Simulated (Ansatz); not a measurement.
The starting structures come from a database of crystals and need not be the phases stable at ambient conditions.

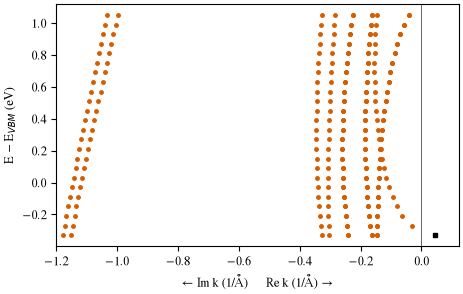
Fig. 1. Complex bands at the centre of the two-dimensional zone; r2SCAN (Ansatz, a first-principles code)

The gap is the functional's own, uncorrected, and κ follows it; spin-orbit coupling is left out. Mid-gap means the computed energy nearest the middle.

Question: This is Ge (P4_32_12, 12 atoms a cell, 20.8 Å³ an atom) along the normal of (001). Read off the slowest decay at the centre of the two-dimensional zone at 0.39 eV, the computed energy nearest the middle of the gap.

Answer: κ ≈ 0.13 1/Å, a decay length 1/(2κ) of the density of 4.0 Å.
